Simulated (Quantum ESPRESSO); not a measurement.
# Zr (Zirconium): from the cell to the phonon bands, part 2 of 3

How does Zr (Zirconium) vibrate, and is this structure a minimum?

Quantum ESPRESSO 7.5; DFT LDA, scalar-relativistic, plane waves, PseudoDojo norm-conserving pseudopotentials.

So far. Step 2 (A probe with smearing): No gap opens on this mesh, so smearing is kept; the start stands at -8.9 GPa. Step 4 (Self-consistent run for the response): The cell stands at 0.043 GPa, close enough for phonons. The relaxed cell has a = 3.482 Å (conventional setting).

This is not the structure that Zr takes at ambient pressure and room temperature (hexagonal, No. 194); it is a model or a phase of other conditions.

### 5. Phonons on a q mesh

Linear response treats each wavevector in the unit cell, with no supercell; the 4×4×4 mesh fixes the range of the force constants to be had.

ph.in

```
phonons
 &inputph
    prefix='x',
    outdir='./tmp',
    fildyn='x.dyn',
    tr2_ph=1.0d-18,
    alpha_mix(1)=0.4,
    nmix_ph=8,
    ldisp=.true.,
    nq1=4,
    nq2=4,
    nq3=4,
 /
```

Launch:

```bash
> OMP_NUM_THREADS=1 mpirun -n 4 ph.x -nk 4 -in ph.in > ph.out
```

Log:

```text
[banners, grids, parts of the stress and lines that vanish by symmetry left out]
[banner, memory and clock lines left out]
Program PHONON v.7.5

     ./tmp/x.save/

     IMPORTANT: XC functional enforced from input :
     Exchange-correlation= PW
                           (   1   4   0   0   0   0   0)
     Any further DFT definition will be discarded
     Please, verify this is what you really want

     G-vector sticks info

     Reading collected, re-writing distributed wavefunctions in ./tmp/

     Dynamical matrices for ( 4, 4, 4)  uniform grid of q-points
     (   8 q-points):
       N         xq(1)         xq(2)         xq(3)
       1   0.000000000   0.000000000   0.000000000
       2   0.000000000  -0.216506351   0.216506351
       3   0.000000000   0.433012702  -0.433012702
       4  -0.216506351   0.649519053  -0.433012702
[...]
Number and degeneracy of irreps per q-point
       N         xq(1)         xq(2)         xq(3)   N irreps
       1   0.000000000   0.000000000   0.000000000       1
        3
       2   0.000000000  -0.216506351   0.216506351       3
     No degeneracy
       3   0.000000000   0.433012702  -0.433012702       3
     No degeneracy
       4  -0.216506351   0.649519053  -0.433012702       3
     No degeneracy
       5   0.000000000   0.000000000   0.433012702       2
        1   2
       6   0.000000000   0.649519053  -0.216506351       3
     No degeneracy
       7   0.433012702  -0.433012702   0.433012702       1
        3
       8   0.000000000   0.000000000  -0.866025404       1
        3

     Calculation of q =    0.0000000   0.0000000   0.0000000

     phonons

     bravais-lattice index     =            0
     lattice parameter (alat)  =       5.6977  a.u.
     unit-cell volume          =     142.3890 (a.u.)^3
     number of atoms/cell      =            1
     number of atomic types    =            1
     kinetic-energy cut-off    =      77.0000  Ry
     charge density cut-off    =     308.0000  Ry
     convergence threshold     =      1.0E-18
     beta                      =       0.4000
     number of iterations used =            8
     Exchange-correlation= PW
                           (   1   4   0   0   0   0   0)

     celldm(1)=    5.69770  celldm(2)=    0.00000  celldm(3)=    0.00000
     celldm(4)=    0.00000  celldm(5)=    0.00000  celldm(6)=    0.00000

     crystal axes: (cart. coord. in units of alat)
               a(1) = (  0.5774  0.5774  0.5774 )
               a(2) = ( -0.5774  0.5774  0.5774 )
               a(3) = ( -0.5774 -0.5774  0.5774 )

     reciprocal axes: (cart. coord. in units 2 pi/alat)
               b(1) = (  0.8660  0.0000  0.8660 )
               b(2) = ( -0.8660  0.8660  0.0000 )
               b(3) = (  0.0000 -0.8660  0.8660 )

     Atoms inside the unit cell:

     Cartesian axes

     site n.  atom      mass           positions (alat units)
        1  Zr     91.2240   tau(    1) = (    0.00000    0.00000    0.00000  )

     Computing dynamical matrix for
                    q = (   0.0000000   0.0000000   0.0000000 )

     49 Sym.Ops. (with q -> -q+G )

     G cutoff =  253.2735  (  12887 G-vectors)     FFT grid: ( 32, 32, 32)

     number of k points=   145  Marzari-Vanderbilt smearing, width (Ry)=  0.0200

     PseudoPot. # 1 for Zr read from file:
     ./pseudo/Zr.upf
     Pseudo is Norm-conserving + core correction, Zval = 12.0

     Mode symmetry, O_h (m-3m)  point group:

     Atomic displacements:
     There are    1 irreducible representations

     Representation     1      3 modes -  To be done

     Alpha used in Ewald sum =   2.8000

     Representation #   1 modes #   1   2   3

     Self-consistent Calculation
      iter #   1   av.it.:   6.6
      thresh= 1.000E-02 alpha_mix =  0.400 |ddv_scf|^2 =  2.042E-06
      iter #   2   av.it.:   9.9
      thresh= 1.429E-04 alpha_mix =  0.400 |ddv_scf|^2 =  2.100E-07
      iter #   3   av.it.:  10.2
      thresh= 4.583E-05 alpha_mix =  0.400 |ddv_scf|^2 =  4.251E-09
      iter #   4   av.it.:  11.2
      thresh= 6.520E-06 alpha_mix =  0.400 |ddv_scf|^2 =  9.536E-12
[...]
End of self-consistent calculation

     Convergence has been achieved

     Number of q in the star =    1
     List of q in the star:
[...]
Diagonalizing the dynamical matrix

     q = (    0.000000000   0.000000000   0.000000000 )

 **************************************************************************
     freq (    1) =      -0.038832 [THz] =      -1.295298 [cm-1]
     freq (    2) =      -0.038832 [THz] =      -1.295298 [cm-1]
     freq (    3) =      -0.038832 [THz] =      -1.295298 [cm-1]
 **************************************************************************

     Mode symmetry, O_h (m-3m)  point group:

     freq (   1-   3) =         -1.3  [cm-1]   --> T_1u G_15  G_4- I

     Calculation of q =    0.0000000  -0.2165064   0.2165064
     [... set-up and bands at k+q left out ...]

     Mode symmetry, C_2v (mm2)  point group:

     Atomic displacements:
     There are    3 irreducible representations

     Representation     1      1 modes -  To be done

     Representation     2      1 modes -  To be done

     Representation     3      1 modes -  To be done

     Message from routine init_vloc:
     Interpolation table for Vloc re-allocated

     Alpha used in Ewald sum =   2.8000

     Representation #   1 mode #   1

     Self-consistent Calculation

[...]
[... iterations left out ...]
[...]
End of self-consistent calculation

     Convergence has been achieved

     Representation #   2 mode #   2

     Self-consistent Calculation

[...]
[... iterations left out ...]
[...]
End of self-consistent calculation

     Convergence has been achieved

     Representation #   3 mode #   3

     Self-consistent Calculation

[...]
[... iterations left out ...]
[...]
End of self-consistent calculation

     Convergence has been achieved

     Number of q in the star =   12
     List of q in the star:
[...]
Diagonalizing the dynamical matrix

     q = (    0.000000000  -0.216506351   0.216506351 )

 **************************************************************************
     freq (    1) =      -0.615264 [THz] =     -20.523010 [cm-1]
     freq (    2) =       1.897753 [THz] =      63.302225 [cm-1]
     freq (    3) =       3.866787 [THz] =     128.982129 [cm-1]
 **************************************************************************

     Mode symmetry, C_2v (mm2)  point group:

     freq (   1-   1) =        -20.5  [cm-1]   --> B_1  D_3  S_3
     freq (   2-   2) =         63.3  [cm-1]   --> B_2  D_4  S_4
     freq (   3-   3) =        129.0  [cm-1]   --> A_1  D_1  S_1

     Calculation of q =    0.0000000   0.4330127  -0.4330127
     [... set-up and bands at k+q left out ...]

     Mode symmetry, D_2h (mmm)  point group:

     Atomic displacements:
     There are    3 irreducible representations

[...]
Alpha used in Ewald sum =   2.8000

     Representation #   1 mode #   1

[...]
[... iterations left out ...]
[...]
Convergence has been achieved

[...]
Convergence has been achieved

[...]
Convergence has been achieved

     Number of q in the star =    6
     List of q in the star:
[...]
Diagonalizing the dynamical matrix

     q = (    0.000000000   0.433012702  -0.433012702 )

[...]
freq (    1) =      -1.731760 [THz] =     -57.765308 [cm-1]
     freq (    2) =       3.169663 [THz] =     105.728564 [cm-1]
     freq (    3) =       3.628341 [THz] =     121.028432 [cm-1]
[...]
Mode symmetry, D_2h (mmm)  point group:

     freq (   1-   1) =        -57.8  [cm-1]   --> B_2u
     freq (   2-   2) =        105.7  [cm-1]   --> B_1u
     freq (   3-   3) =        121.0  [cm-1]   --> B_3u

     Calculation of q =   -0.2165064   0.6495191  -0.4330127
     [... set-up and bands at k+q left out ...]

     Mode symmetry, C_s (m)     point group:

     Atomic displacements:
     There are    3 irreducible representations

[...]
Alpha used in Ewald sum =   2.8000

[...]
Convergence has been achieved

[...]
Convergence has been achieved

[...]
Convergence has been achieved

     Number of q in the star =   24
     List of q in the star:
[...]
Diagonalizing the dynamical matrix

     q = (   -0.216506351   0.649519053  -0.433012702 )

[...]
freq (    1) =       0.739332 [THz] =      24.661463 [cm-1]
     freq (    2) =       2.511814 [THz] =      83.785107 [cm-1]
     freq (    3) =       4.210234 [THz] =     140.438291 [cm-1]
[...]
Mode symmetry, C_s (m)     point group:

     freq (   1-   1) =         24.7  [cm-1]   --> A'
     freq (   2-   2) =         83.8  [cm-1]   --> A''
     freq (   3-   3) =        140.4  [cm-1]   --> A'

     Calculation of q =    0.0000000   0.0000000   0.4330127
     [... set-up and bands at k+q left out ...]

     Mode symmetry, C_4v (4mm)  point group:

     Atomic displacements:
     There are    2 irreducible representations

[...]
Alpha used in Ewald sum =   2.8000

[...]
Convergence has been achieved

     Representation #   2 modes #   2   3

[...]
Convergence has been achieved

     Number of q in the star =    6
     List of q in the star:
[...]
Diagonalizing the dynamical matrix

     q = (    0.000000000   0.000000000   0.433012702 )

[...]
freq (    1) =       3.303281 [THz] =     110.185589 [cm-1]
     freq (    2) =       3.303281 [THz] =     110.185589 [cm-1]
     freq (    3) =       3.457129 [THz] =     115.317397 [cm-1]
[...]
Mode symmetry, C_4v (4mm)  point group:

     freq (   1-   2) =        110.2  [cm-1]   --> E    G_5 D_5
     freq (   3-   3) =        115.3  [cm-1]   --> A_1  G_1 D_1

     Calculation of q =    0.0000000   0.6495191  -0.2165064
     [... set-up and bands at k+q left out ...]

     Mode symmetry, C_2v (mm2)  point group:

     Atomic displacements:
     There are    3 irreducible representations

[...]
Alpha used in Ewald sum =   2.8000

[...]
Convergence has been achieved

     Representation #   2 mode #   2

[...]
Convergence has been achieved

     Representation #   3 mode #   3

[...]
Convergence has been achieved

     Number of q in the star =   12
     List of q in the star:
[...]
Diagonalizing the dynamical matrix

     q = (    0.000000000   0.649519053  -0.216506351 )

[...]
freq (    1) =       3.868861 [THz] =     129.051299 [cm-1]
     freq (    2) =       4.340707 [THz] =     144.790411 [cm-1]
     freq (    3) =       4.626731 [THz] =     154.331119 [cm-1]
[...]
Mode symmetry, C_2v (mm2)  point group:

     freq (   1-   1) =        129.1  [cm-1]   --> A_1  D_1  S_1
     freq (   2-   2) =        144.8  [cm-1]   --> B_1  D_3  S_3
     freq (   3-   3) =        154.3  [cm-1]   --> B_2  D_4  S_4

     Calculation of q =    0.4330127  -0.4330127   0.4330127
     [... set-up and bands at k+q left out ...]

     Mode symmetry, T_d (-43m)  point group:

     Atomic displacements:
     There are    1 irreducible representations

     Representation     1      3 modes -  To be done

     Alpha used in Ewald sum =   2.8000

     Representation #   1 modes #   1   2   3

     Self-consistent Calculation

[...]
[... iterations left out ...]
[...]
End of self-consistent calculation

     Convergence has been achieved

     Number of q in the star =    2
     List of q in the star:
[...]
2   0.433012702  -0.433012702  -0.433012702

     Diagonalizing the dynamical matrix

     q = (    0.433012702  -0.433012702   0.433012702 )

[...]
freq (    1) =       2.107980 [THz] =      70.314658 [cm-1]
     freq (    2) =       2.107980 [THz] =      70.314658 [cm-1]
     freq (    3) =       2.107980 [THz] =      70.314658 [cm-1]
[...]
Mode symmetry, T_d (-43m)  point group:

     freq (   1-   3) =         70.3  [cm-1]   --> T_2  G_15 P_4

     Calculation of q =    0.0000000   0.0000000  -0.8660254
     [... set-up and bands at k+q left out ...]

     Mode symmetry, O_h (m-3m)  point group:

     Atomic displacements:
     There are    1 irreducible representations

     Representation     1      3 modes -  To be done

     Alpha used in Ewald sum =   2.8000

     Representation #   1 modes #   1   2   3

     Self-consistent Calculation

      iter #   1   av.it.:   7.2
      thresh= 1.000E-02 alpha_mix =  0.400 |ddv_scf|^2 =  1.354E-05

      [... iterations left out ...]
      iter #   9   av.it.:  11.4
      thresh= 1.228E-10 alpha_mix =  0.400 |ddv_scf|^2 =  1.047E-19

     End of self-consistent calculation

     Convergence has been achieved

     Number of q in the star =    1
     List of q in the star:
          1   0.000000000   0.000000000  -0.866025404

     Diagonalizing the dynamical matrix

     q = (    0.000000000   0.000000000  -0.866025404 )

 **************************************************************************
     freq (    1) =       5.461990 [THz] =     182.192391 [cm-1]
     freq (    2) =       5.461990 [THz] =     182.192391 [cm-1]
     freq (    3) =       5.461990 [THz] =     182.192391 [cm-1]
 **************************************************************************

     Mode symmetry, O_h (m-3m)  point group:

     freq (   1-   3) =        182.2  [cm-1]   --> T_1u G_15  G_4-


[key lines of the parts left out:]
the Fermi energy is    15.2078 ev
```

Run time: 37 min. Hardware: 4 MPI ranks of Arm Neoverse V1, shared host.

Numbers from this step:

* largest acoustic frequency at the zone centre before the sum rule: -1.3 cm⁻¹
* lowest mode on the q mesh (acoustic ones at the zone centre apart): -57.77 cm⁻¹

Frequencies (cm⁻¹) at each irreducible wavevector; negative means imaginary. Frequencies by wavevector:

```csv
q (fractions),star,mode 1,mode 2,mode 3
0 0 0,1,-1.3,-1.3,-1.3
0 0 0.25,12,-20.52,63.3,129
0 0 -0.5,6,-57.77,105.7,121
0 0.25 -0.5,24,24.66,83.79,140.4
0.25 0.25 0.25,6,110.2,110.2,115.3
0.25 0.25 -0.5,12,129.1,144.8,154.3
0.25 -0.25 0.25,2,70.31,70.31,70.31
-0.5 -0.5 -0.5,1,182.2,182.2,182.2
```

The acoustic modes at Γ come out as far as 1.3 cm⁻¹ from zero, where they should vanish, a small numerical error.

### 6. Force constants in real space

The dynamical matrices of the mesh are Fourier-transformed to force constants in real space.

q2r.in

```
 &input
    fildyn='x.dyn',
    zasr='simple',
    flfrc='x.fc',
 /
```

Launch:

```bash
> q2r.x < q2r.in > q2r.out
```

Log:

```text
[banners, grids, parts of the stress and lines that vanish by symmetry left out]
[banner, memory and clock lines left out]
Program Q2R v.7.5

  reading grid info from file x.dyn0

  reading force constants from file x.dyn1
  Dielectric Tensor not found
  nqs=            1
 q=   0.00000000  0.00000000  0.00000000
  reading force constants from file x.dyn2
  nqs=           12
 q=   0.00000000 -0.21650635  0.21650635
[...]
reading force constants from file x.dyn7
  nqs=            2
[...]
q=   0.43301270 -0.43301270 -0.43301270
  reading force constants from file x.dyn8
  nqs=            1
 q=   0.00000000  0.00000000 -0.86602540

      q-space grid ok, #points =   64

      fft-check success (sum of imaginary terms < 10^-12)
```

Run time: 0.45 s. Hardware: 1 thread.

### 7. Interpolated phonon bands

From the force constants any wavevector is cheap; points of the mesh come back as solved, but for the sum rule and, in polar crystals, the LO-TO term at Γ; the rest is interpolation.

matdyn.in

```
 &input
    asr='simple',
    flfrc='x.fc',
    flfrq='x.freq',
    flvec='x.modes',
    q_in_band_form=.true.,
    q_in_cryst_coord=.true.,
 /
8
  0.0000000   0.0000000   0.0000000  12  ! GAMMA
  0.5000000   0.5000000  -0.5000000  12  ! H
  0.5000000  -0.0000000  -0.5000000  12  ! N
  0.0000000   0.0000000   0.0000000  12  ! GAMMA
  0.7500000   0.2500000  -0.2500000  12  ! P
  0.5000000   0.5000000  -0.5000000   1  ! H
  0.7500000   0.2500000  -0.2500000  12  ! P
  0.5000000  -0.0000000  -0.5000000   1  ! N
```

Launch:

```bash
> matdyn.x -in matdyn.in > matdyn.out
```

Log:

```text
[banner, memory and clock lines left out]
Program MATDYN v.7.5

 mass for atomic type   1 not given; uses mass from file x.fc
     Message from routine matdyn:
     Z* not found in file x.fc, TO-LO splitting at q=0 will be absent!
     Message from routine matdyn:
     Z* not found in file x.fc, TO-LO splitting at q=0 will be absent!

Note: The following floating-point exceptions are signalling: IEEE_UNDERFLOW_FLAG
```

The job ended after 0.46 s (1 thread).

Numbers from this step:

```yaml
lowest_frequency_on_the_path: -57.75 cm⁻¹
```

Matdyn.x, sum rule simple. The phonon branches at the labelled points (cm⁻¹):

| point | branch 1 | branch 2 | branch 3 |
| --- | --- | --- | --- |
| Γ | 0 | 0 | 0 |
| H | 182 | 182 | 182 |
| N | -58 | 106 | 121 |
| Γ | 0 | 0 | 0 |
| P | 70 | 70 | 70 |
| H | 182 | 182 | 182 |
| jump to P | 70 | 70 | 70 |
| N | -58 | 106 | 121 |

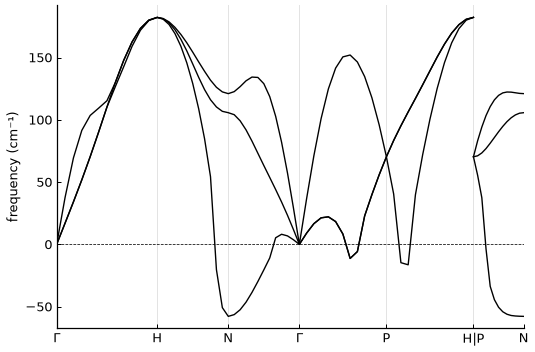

Phonon branches along the path.

(Continued in part 3 of 3.)

[Host names and launcher messages were left out of these logs when they were recorded.]

[Logs are printed without paths, hosts, clocks, repeated set-up lines and the standing remarks that a program may print on its own settings, such as how far it seeks lower states.]

[Hosts, paths, dates, database ids (printed as entryN), source tags and the programs' standing remarks are cut or masked in the printed files.]
